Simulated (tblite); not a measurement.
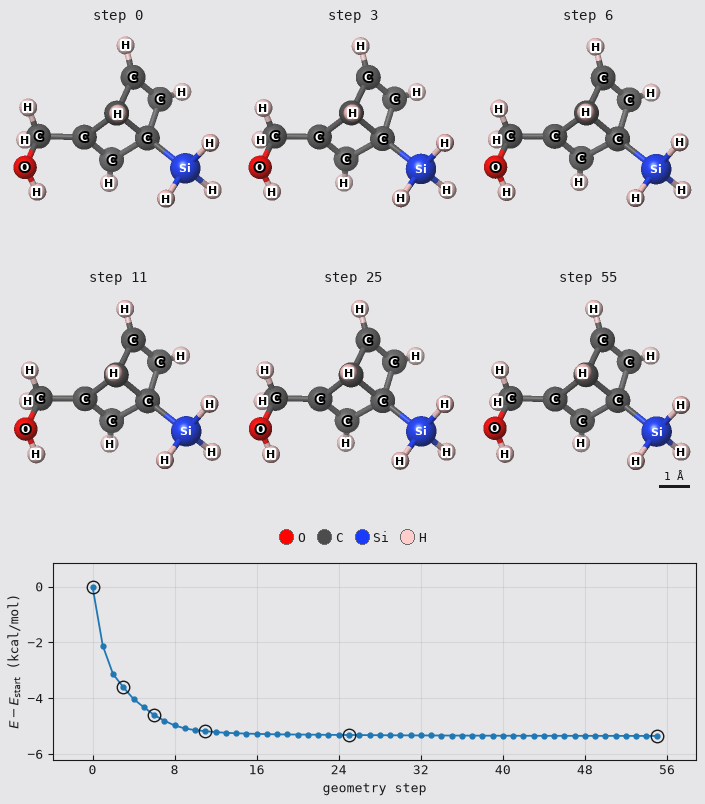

Frames of a relaxation of C7H10OSi, marked on the history of the run. A ball-and-stick model, seen at a tilt.

Level of theory: GFN2-xTB geometry optimisation, gas phase in tblite. 

> What happens along the run?

The energy falls by 5.35 kcal/mol in 55 geometry steps. An H atom moves most after the best rigid fit: 0.18 Å. Largest moves by element: H 0.18 Å, C 0.07 Å, Si 0.06 Å, O 0.04 Å. Some distances before and after: C–C 1.531 → 1.493 Å, C–C 1.372 → 1.334 Å, C–C 1.537 → 1.567 Å, H–Si 1.492 → 1.464 Å. Among the angles between lasting bonds that change: C–C–H 118.6° → 124.8°, H–Si–H 106.4° → 110.8°, C–C–C 116.8° → 112.6°. Cost: 0.73 s on 1 thread of Arm Neoverse N1, on a shared host. From step 0 to 3: C and Si atoms move most (0.03 Å), energy −3.60 kcal/mol. From step 3 to 6: an H atom moves most (0.06 Å), energy −0.99 kcal/mol. From step 6 to 11: an H atom moves most (0.07 Å), energy −0.58 kcal/mol. From step 11 to 25: an H atom moves most (0.05 Å), energy −0.14 kcal/mol. From step 25 to 55: an H atom moves most (0.05 Å), energy −0.03 kcal/mol.

```
step  E − E(0), kcal/mol
   0                0.00
   1               -2.12
   2               -3.13
   3               -3.60
   4               -4.03
   5               -4.32
   6               -4.60
   7               -4.81
   8               -4.97
   9               -5.08
  10               -5.14
  12               -5.21
  15               -5.27
  17               -5.29
  19               -5.30
  22               -5.31
  24               -5.31
  27               -5.32
  29               -5.33
  31               -5.33
  34               -5.33
  36               -5.34
  38               -5.34
  41               -5.34
  43               -5.34
  46               -5.35
  48               -5.35
  50               -5.35
  53               -5.35
  55               -5.35
```
